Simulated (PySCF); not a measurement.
## A study: C₃H₆OSi, SMILES `O[SiH2]C1C=C1`

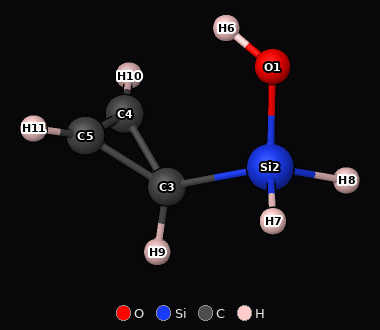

The molecule, with its atoms numbered as below. No frequency check shows the geometry to be a minimum.

Geometry (Å), atoms numbered from 1:

```
O1       1.4011    1.1100    0.0003
Si2      1.0854   -0.4896   -0.0000
C3      -0.7867   -0.7439    0.0001
C4      -1.7071    0.2712   -0.6469
C5      -1.7068    0.2722    0.6471
H6       0.6901    1.7450   -0.0054
H7       1.6851   -1.0407    1.2142
H8       1.6846   -1.0426   -1.2134
H9      -1.1376   -1.7761    0.0011
H10     -2.0621    0.6447   -1.5756
H11     -2.0614    0.6471    1.5754
```

Part 1: Bonding charge

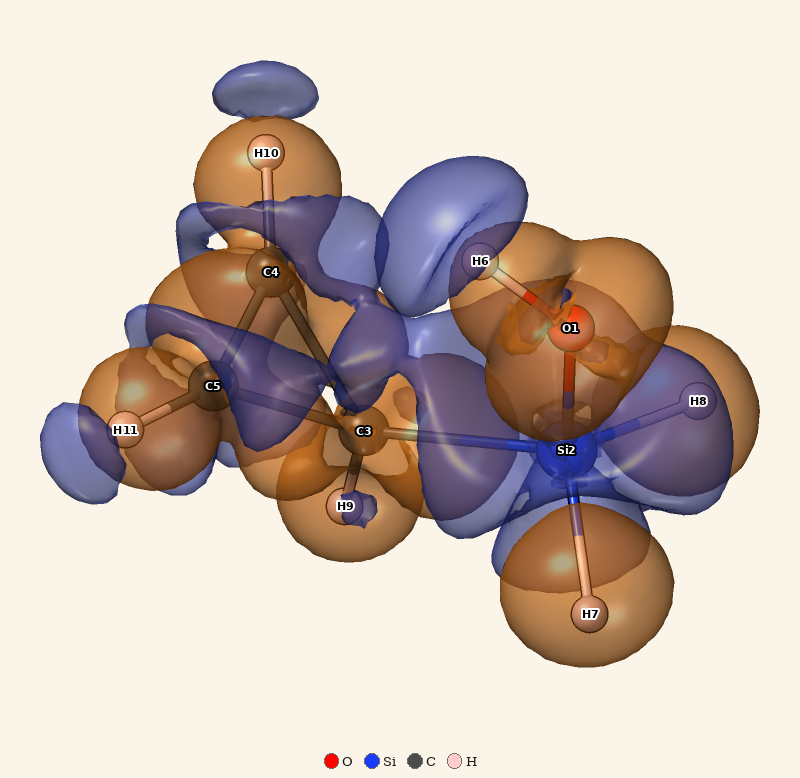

Deformation density (molecule less spherical, spin-averaged free atoms at the same positions), surfaces at ±0.05 e/Å³; orange: gain, blue: loss.

Method: BP86/def2-TZVP; geometry: GFN2-xTB; program: PySCF.

> How much density has each bond gained at its critical point, relative to the free atoms?

O1–H6: +0.75 e/Å³ at the bond critical point (bond length 0.95 Å, Mayer order 0.9). C4–H10 and C5–H11: +0.74 e/Å³ at the bond critical point (bond length 1.06 Å, Mayer order 0.9). C3–H9: +0.69 e/Å³ at the bond critical point (bond length 1.09 Å, Mayer order 0.9). C4–C5: +0.68 e/Å³ at the bond critical point (bond length 1.29 Å, Mayer order 1.9). C3–C4: +0.25 e/Å³ at the bond critical point (bond length 1.51 Å, Mayer order 0.9). C3–C5: +0.25 e/Å³ at the bond critical point (bond length 1.52 Å, Mayer order 0.9). Si2–H8 and Si2–H7: +0.23 e/Å³ at the bond critical point (bond length 1.46 Å, Mayer order 0.9). Si2–C3: +0.20 e/Å³ at the bond critical point (bond length 1.89 Å, Mayer order 1.0). O1–Si2: +0.11 e/Å³ at the bond critical point (bond length 1.63 Å, Mayer order 1.2); up to 0.6 Å beside the axis the gain reaches +0.40 e/Å³. In all, 2.5 electrons gather in the regions of gain relative to the promolecule. A small or negative value marks a very polar bond, one between electron-rich atoms, whose free-atom densities already overlap strongly, a long bond to a heavier atom, or a closed-shell contact such as a hydrogen bond.

> Where do the Hirshfeld charges lie?

The highest Hirshfeld charge is on Si2 (+0.35 e), the lowest on O1 (−0.29 e).

| atom | charge (e) |
| --- | --- |
| O1 | −0.29 |
| Si2 | +0.35 |
| C3 | −0.14 |
| C4 | −0.04 |
| C5 | −0.04 |
| H6 | +0.15 |
| H7 | −0.09 |
| H8 | −0.09 |
| H9 | +0.02 |
| H10 | +0.07 |
| H11 | +0.07 |

Part 2: Bond critical points

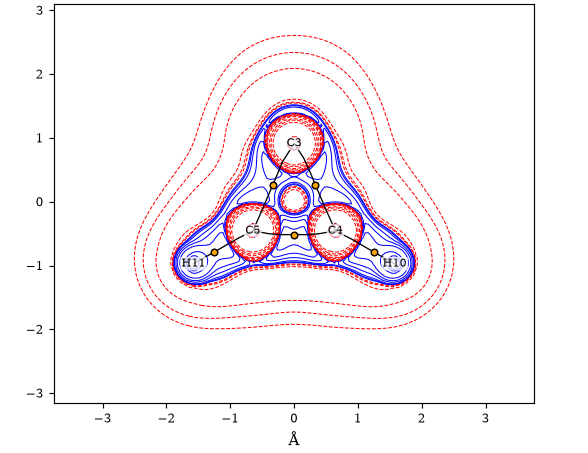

Negative Laplacian of the density (−∇²ρ) in the plane of C3, C4, C5, H10 and H11 (solid blue lines positive, dashed red lines negative, contours at ±0.02 to ±8 a.u.), with bond paths and bond critical points (dots).

> Sort the bonds in the plane by the sign of ∇²ρ at their critical points.

Concentrated (∇²ρ < 0): C4–C5 (−0.96 a.u.); C4–H10 and C5–H11 (−1.06 a.u.); C3–C4 (−0.32 a.u.); C3–C5 (−0.31 a.u.). At none is it depleted.

> Where along C4–H10 does the critical point lie?

0.69 Å from C4 and 0.37 Å from H10.

Part 3: Electrostatic potential

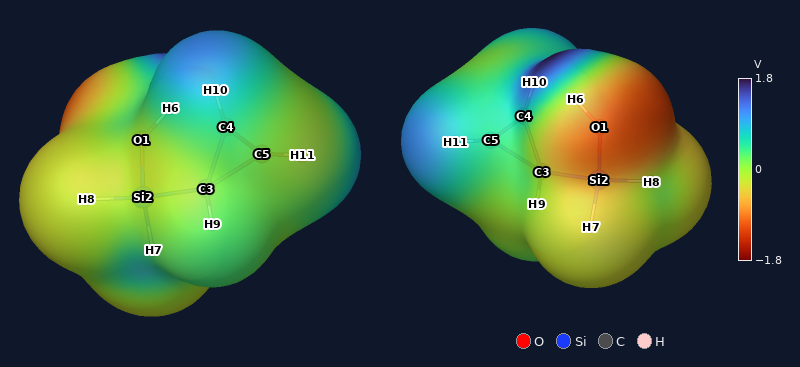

Electrostatic potential on the surface of electron density 0.001 a.u. (back view left, front view right).

> Where are the extremes of the potential on the surface?

Highest: 1.73 V, 1.2 Å from H6. Further maxima include 1.15 V, 1.3 Å from H10, and at like points elsewhere; 0.84 V, near H9 (2.01 Å), Si2 (2.02 Å), H7 (2.10 Å) and H8 (2.12 Å). Lowest: −1.26 V, 1.8 Å from O1. Further minima include −0.18 V, off the C4–C5 bond (2.1 Å from its atoms); 0.08 V, off the C4–C5 bond (2.1 Å from its atoms). The surface is sampled at points, so like sites can differ by a few per cent and only the strongest of them is named.

> What volume does the surface enclose, and what is the dipole moment?

About 121 Å³; the dipole moment is 2.4 D.

Part 4: Excited states

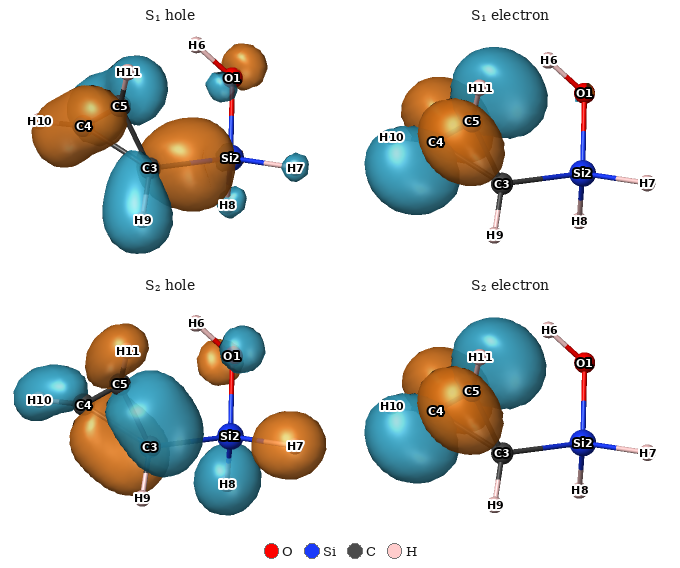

Leading natural transition orbitals (full linear response singlet states).

Computed with PySCF, B3LYP/def2-SVP, geometry: GFN2-xTB. Without diffuse functions Rydberg states are missing, so the states' numbers hold for this basis only.

> Describe these excited states.

By state:
- S₁: 5.58 eV (222 nm), f = 0.024; the leading pair carries 98 %; hole on C3 (26 %), C4 and C5 (18 % each) and Si2 (16 %), electron on C4 and C5 (37 % each), C3 (6 %) and H10 and H11 (6 % each); their centroids lie 1.0 Å apart.
- S₂: 6.25 eV (198 nm), f = 0.004; the leading pair carries 99 %; hole on C3 (29 %), C4 and C5 (15 % each) and Si2 (10 %), electron on C4 and C5 (38 % each), H10 and H11 (6 % each) and C3 (6 %); their centroids lie 1.3 Å apart.

Part 5: Magnetic shielding

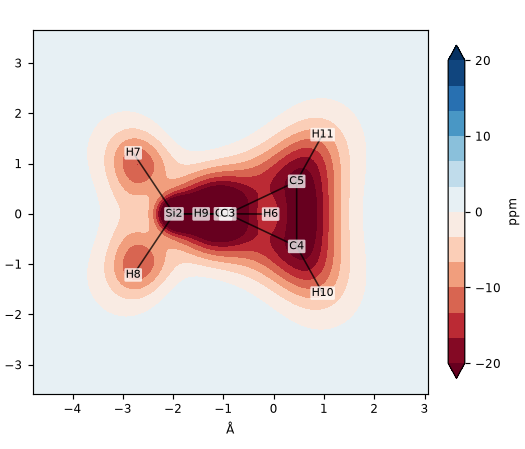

NICSzz (the component normal to the ring) 1.0 Å above the plane of the 3-membered ring C3/C4/C5; GIAO shieldings; atoms are projected onto the map; negative values mean shielding.

PySCF calculation, PBE0/6-31+G*, gas phase; geometry: GFN2-xTB.

> Classify the ring and give its NICS values.

It is shielded above its centre; in a three-membered ring σ bonds weigh heavily, so the values alone don't measure π aromaticity: NICS(0) = −29.2, NICS(1) = −7.3 and −5.0, NICS(1)zz = −15.7 and −12.7 (two faces) ppm.

Part 6: Stretching a bond

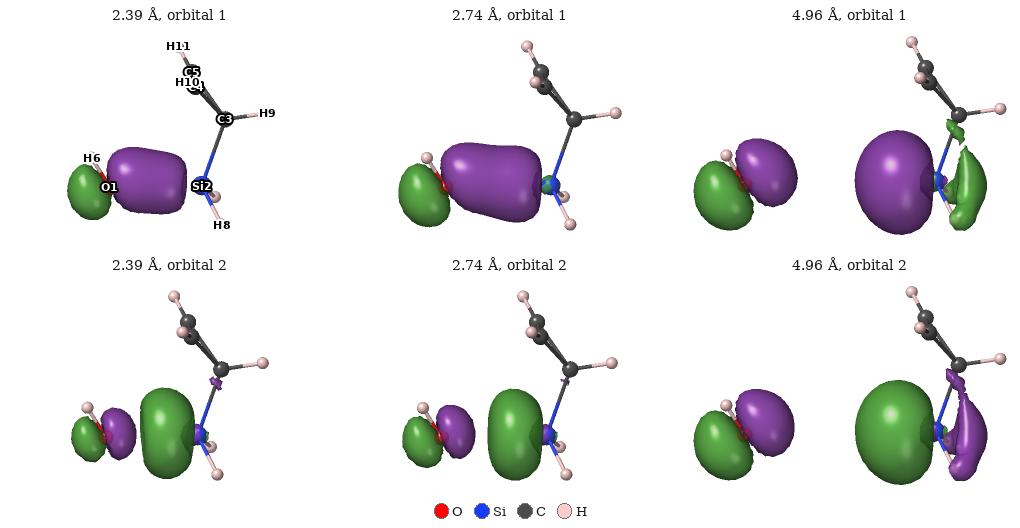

Rigid stretch of the O1–Si2 bond. The two CASSCF(2,2) natural orbitals nearest half filling (orbital 1 the more occupied).

PySCF calculation, def2-SVP basis, gas phase; geometry: GFN2-xTB.

> How do the occupations change along the stretch?

2.39 Å: 1.91 and 0.09; 2.74 Å: 1.75 and 0.25; 4.96 Å: 1.03 and 0.97. At the longest distance computed (4.96 Å) they are 1.03 and 0.97, and the effective number of unpaired electrons is 2.0.

UHF already breaks spin symmetry near equilibrium here (⟨S²⟩ = 0.03 at 1.63 Å), for reasons apart from this bond.

The PySCF runs shown took 73 s, 6.6 min, 59 s and 11 min on 1 thread of AMD EPYC (Zen 3), on a shared host.
